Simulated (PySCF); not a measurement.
# C3H6BF2NO: the cost of one run

Computed with PySCF 2.14.0, with density-fitted response routines of our own, on a single molecule, in the gas phase or a continuum. Atoms are numbered from 0 throughout.

## 1. The molecule as given

14 atoms, charge 0, multiplicity 1; geometry from: GFN2-xTB.

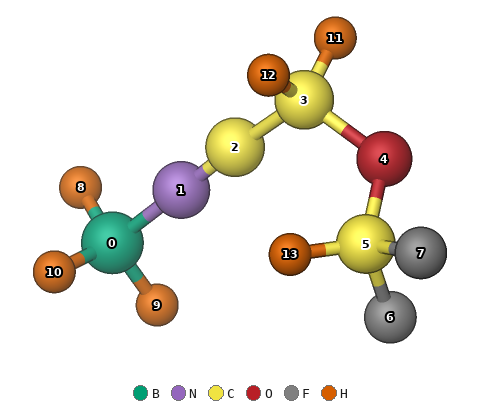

As it starts; boron teal, nitrogen purple, carbon yellow, oxygen red, fluorine grey, hydrogen orange, atoms numbered.

## 2. Geometry optimisation at PBE0-D3(BJ)/def2-SVP

What the job is given:

```
{"job": {"xc": "PBE0", "basis": "def2-SVP", "d3": "d3bj", "grid": 1, "kind": "geom"}, "charge": 0, "multiplicity": 1}
B      2.712382    -0.374267     0.263105
N      1.412554     0.253286     0.184807
C      0.379321     0.761033     0.102040
C     -0.955322     1.305979    -0.017563
O     -1.960218     0.427851     0.482761
C     -2.022376    -0.810650    -0.060457
F     -1.712850    -1.747634     0.857805
F     -3.287927    -1.070850    -0.439135
H      3.478689     0.488885     0.550964
H      2.612410    -1.194016     1.119203
H      2.911892    -0.841807    -0.813554
H     -1.052710     2.209735     0.593359
H     -1.155047     1.557932    -1.071457
H     -1.361476    -0.965951    -0.933969
```

Started as:

```sh
OMP_NUM_THREADS=1 python probes_run.py task.json out
```

One launch serves the whole session: the jobs run in the order shown.

**Question.** How long does this first job take on 1 thread of AMD EPYC 9R14, shared host, and how much memory does it need?

About 74 s, with a peak of 0.54 GiB.
